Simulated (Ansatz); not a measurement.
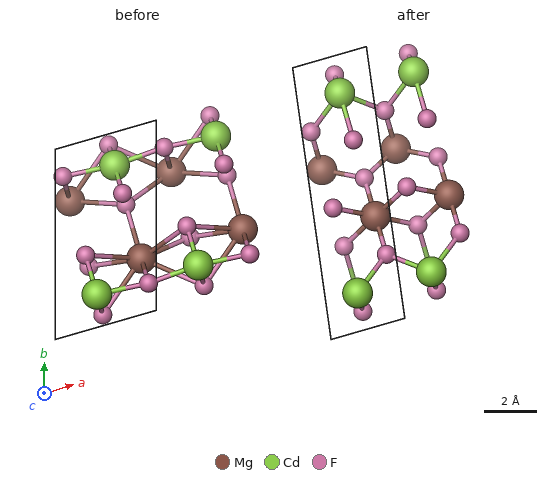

The structure of a crystal of MgCdF4 (a generated structure, set up in Cmc2_1) before (left) and after (right) a relaxation, at one scale.

A ball-and-stick model of the cell of the calculation, repeated 2 × 1 × 1 with one cell outlined, seen along the c axis.

The start is a swapped structure.

Computed with DFT, PAW plane waves, r2SCAN (Ansatz). Set-up: plane-wave cutoff 500 eV; k-point mesh 6 × 6 × 4; occupations fermi dirac; smearing width 0.1026 eV; no spin polarisation; cell and atoms relaxed; force threshold 0.03 eV/Å; at most 60 steps.

Question: Summarise the run.

Answer: Over 30 accepted moves (36 points after the start) the energy falls by 810 meV per atom. With the target pressure of 20 GPa, the enthalpy E + pV changes by −1176 meV per atom. Largest force component: 5.7 eV/Å at the start, 0.0042 eV/Å at the end. Pressure: 21.36 GPa at the start and 20.00 GPa at the end. The line search rejected the trial steps at points 12, 18, 21 of the run. At 3 points the geometry stayed and the basis and grid were re-selected for the new cell (energy shift of 33.4 meV per atom at most each time). The largest moves relative to the cell, 1.11 Å, are those of F atoms. By element the largest moves are F 1.11 Å, Mg 1.02 Å, Cd 0.55 Å. The drawn cell changes as follows: a 4.067 → 2.961 Å (−27.2 %), b 7.337 → 10.587 Å (+44.3 %), c 5.665 → 4.100 Å (−27.6 %), γ 73.9° → 82.0°; the volume changes by −21.7 %. Among the contacts that change: Cd–F 3.908 → 2.132 Å, Cd–F 1.940 → 3.597 Å, F–Mg 2.744 → 3.704 Å, F–Mg 2.723 → 1.877 Å. New bonds form: Cd–F (3.91 → 2.13 Å). Bonds break: Cd–F (1.94 → 3.60 Å). Bond angles that change, for instance: F–Cd–F 171.1° → 88.5°, Cd–F–Cd 171.1° → 88.5°, F–Cd–F 95.2° → 152.4°. The space group stays Cmc2_1 (No. 36). The run took 36 min on 2 threads of Arm Neoverse V1 (shared host), peak memory 1.1 GiB.
